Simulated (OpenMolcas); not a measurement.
How basis sets differ on SiHCl2O2 (SMILES [O][Si](O)(Cl)Cl)

SiHCl2O2 has 6 atoms, charge 0, and is taken as a doublet. As SMILES, `[O][Si](O)(Cl)Cl`. The shape is that of a PBE0-D4/def2-TZVP optimisation. This is one conformer, not always the lowest.

```tsv
atom	x (Å)	y (Å)	z (Å)
O	-1.2261	0.1809	1.2116
Si	-0.2709	0.0412	-0.1237
O	1.0519	-0.8558	0.1149
Cl	-1.2184	-0.7892	-1.6960
Cl	0.1114	2.0120	-0.4342
H	1.5941	-0.6532	0.8812
```

Each level gives the dipole moment (D). The values are calculated.

| level | kind | program | value (D) | CPU time |
| --- | --- | --- | --- | --- |
| ROHF/ANO-R0 (sfX2C) | Hartree–Fock | OpenMolcas | 2.54 | 4.3 s |
| UHF/STO-3G | Hartree–Fock | OpenMolcas | 2.93 | 3 s |
| UHF/3-21G | Hartree–Fock | OpenMolcas | 2.79 | 4.6 s |
| UHF/cc-pVDZ | Hartree–Fock | OpenMolcas | 1.91 | 13 s |

The values span 1.91 to 2.93 D. Magnitudes only. Sets without polarisation functions give poor dipoles. CPU times are rough (shared hosts, several kinds of processor and program).

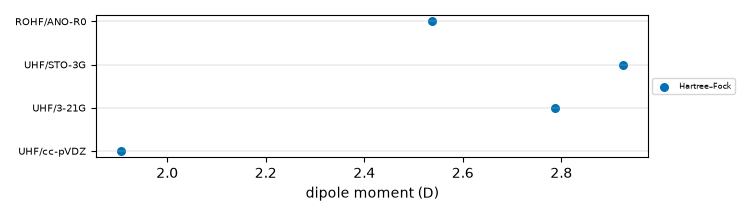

The values of the table, level by level.
